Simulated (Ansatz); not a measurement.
System: ZnS₃.

Input file:

```
crystal:
  lattice:
    - [4.0742549346, 0.0, 0.0]
    - [0.0, 4.0742549346, 0.0]
    - [0.0, 0.0, 4.0742549346]
  atoms:
    - { symbol: Zn, position: [0.0, 0.0, 0.0] }
    - { symbol: S, position: [0.0, 0.5, 0.5] }
    - { symbol: S, position: [0.5, 0.0, 0.5] }
    - { symbol: S, position: [0.5, 0.5, 0.0] }
basis:
  ecutwfc: 420
kpoints:
  mp_grid: { grid: [12, 12, 12] }
hamiltonian:
  xc: pbe
scf:
  occupations: { method: gaussian, width: 0.1 }
output:
  forces: true
  stress: true
  eigenvalues: true
  write_density: true
  write_potential: true
  elf: true
  volumetric_format: npy
relax:
  adjacent_minimum: "off"
  f_tol: 0.01
  max_steps: 80
  cell: { stress_tol: 0.05 }
```

Run with:

```sh
ansatz run input.yaml --threads 1 --pin off --max-ram 2560MiB --backend cpu --events-out ev --progress --plain --runs-dir out
```

Below, planes, directions and counts refer to the conventional cell (a = 4.06 Å, b = 4.06 Å, c = 4.06 Å, α = 90.00°, β = 90.00°, γ = 90.00°).

The fields are those of the relaxed geometry.

Space group Pm-3m; a structure generated by program, which may or may not match a known phase.

Method: DFT PBE, scalar-relativistic, plane waves, PAW (Ansatz).

**What will maps of the valence pseudo-density and electron localisation function show?**

Zn–S (2.87 Å): ρ is about 0.18 e/Å³ halfway; the ELF peaks at about 0.85 in the valence shell of S, 0.8 Å from its nucleus, and drops to about 0.15 between the two atoms.

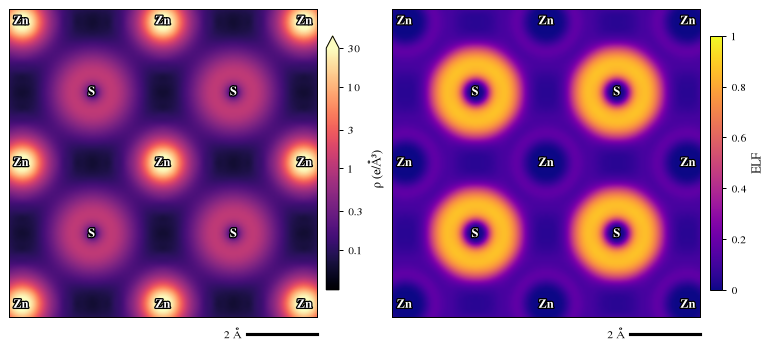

Computed valence pseudo-density and electron localisation function on the (001) plane of the conventional cell, in this order. 

Core electrons are frozen (PAW), and the valence fields are smoothed inside the atomic spheres.
